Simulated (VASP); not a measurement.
Band structure of InCl (space group Cmc2_1). Computed with PBEsol GGA with spin-orbit coupling, VASP's PBE PAW potentials (set 64) (plane waves; VASP 6.6.1).

The path is coarsely sampled, so an indirect gap can come out somewhat too large.

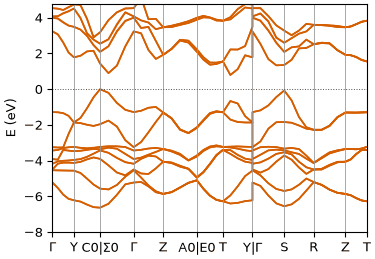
Figure. Bands along high-symmetry lines, zero at the valence-band maximum or, without a gap, the Fermi level

Read the plot: is there a gap, and where are the band edges?

The gap is indirect, 0.80 eV, from the valence maximum at C0 to the conduction minimum at T-Y at 0.25.

The structure comes from a computed database's InCl entry (Cmc2_1); how it stands against other phases isn't given here. It was relaxed first, which changed the volume by -12 %.
